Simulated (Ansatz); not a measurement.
## Electronic structure of AlBH4O···H2O in real space

```xyz
10

B    -0.0460    0.7239    0.0056
O    -0.3369   -1.1694    1.7725
H    -1.2654   -1.3593    1.5659
H     0.8819    0.2852   -0.6130
H    -1.1802    0.5463   -0.3442
O     0.1799    1.5647    1.0787
Al    1.1078    2.6716    1.9951
H     1.1723    2.3852    3.5527
H     1.7560    3.9187    1.2693
H    -0.3675   -0.2727    2.1822
```

Not at a stationary point (largest force 0.9 eV/Å).

The calculation used Ansatz 0.2.0, RKS B3LYP-D4/6-31G*.

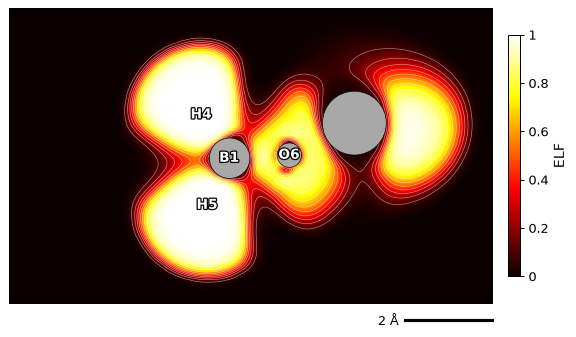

Figure 1. Electron localisation function on the plane of atoms H5, B1 and O6. Grey discs cover the atomic cores.

**What do the fields say about this system?**

The plane passes through B, H and O nuclei. B–O (1.38 Å): the ELF peaks at about 0.90 between the atoms (a shared but strongly polarised pair). B–H (1.20 Å): the ELF climbs to about 1 towards the hydrogen, as it does in any bond to H (an ordinary covalent bond to hydrogen). The ELF also peaks beside O6, away from the bonds: lone-pair regions.

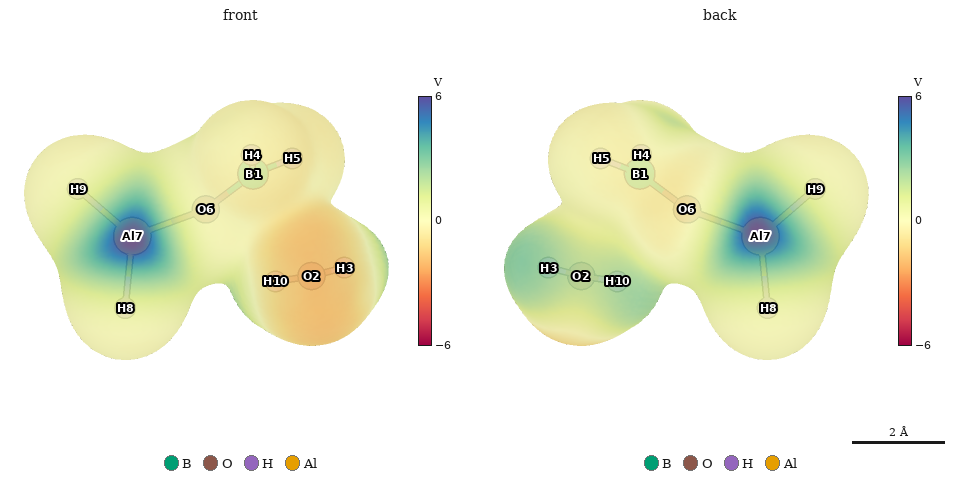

Figure 2. The molecular electrostatic potential painted on the density surface at 0.004 e/bohr³, seen from the front and from behind; the colour scale runs from red (negative) to blue (positive).

**Where is the surface potential most negative and most positive?**

The most negative region (about −1.9 V) lies over O2, the most positive (about +5.7 V) over Al7. O2 is the likeliest acceptor of a hydrogen bond.

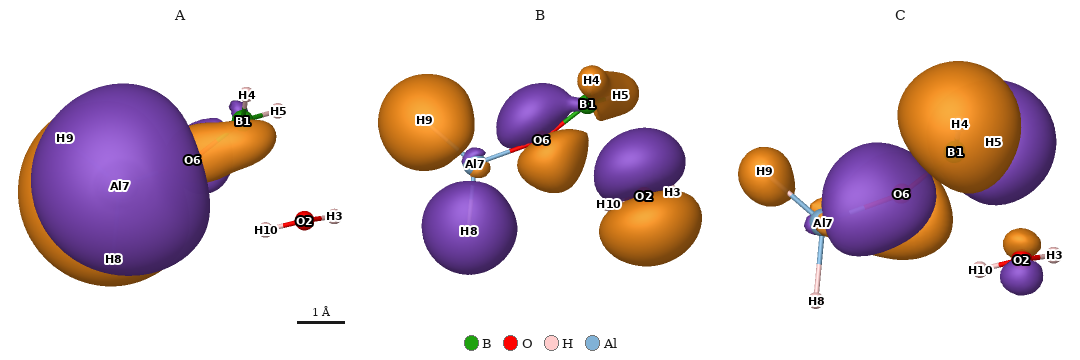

Figure 3. Three frontier orbitals at ±0.06 Å⁻³ᐟ² (orange and purple are the two phases), in no order.

**Which picture is the HOMO−1, the HOMO and the LUMO?**

B is the HOMO−1 (−8.14 eV). Its weight (Hirshfeld) is mainly on O2 (about 50 %), O6 (about 15 %), H9 (about 10 %) and H8 (about 10 %). C is the HOMO (−7.67 eV). It lies mainly on O6 (about 35 %), B1 (about 25 %), H4 (about 20 %) and H5 (about 15 %). A is the LUMO (−1.46 eV). It lies mainly on Al7 (about 80 %) and O6 (about 5 %).

**What is the HOMO–LUMO gap?**

6.21 eV between the orbital energies.

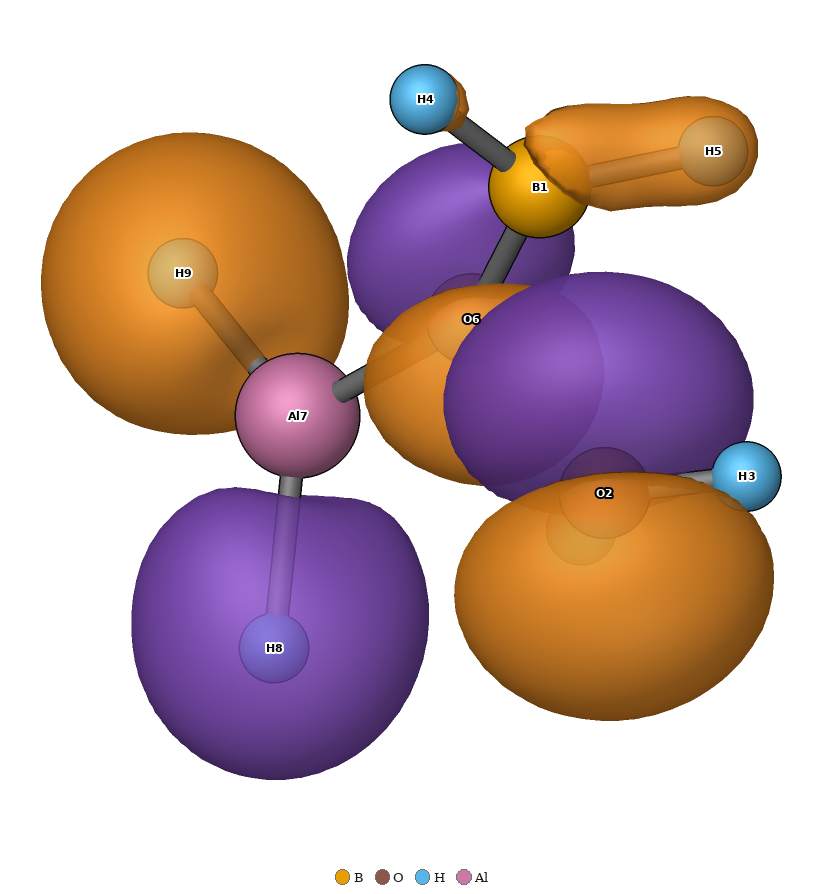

Figure 4. The HOMO−1 at ±0.08 Å⁻³ᐟ² (orange and purple are the two phases), seen at an oblique angle.

**Describe this orbital and give its energy.**

It lies mainly on O2 (about 50 %), O6 (about 15 %), H9 (about 10 %) and H8 (about 10 %). Its energy is −8.14 eV.
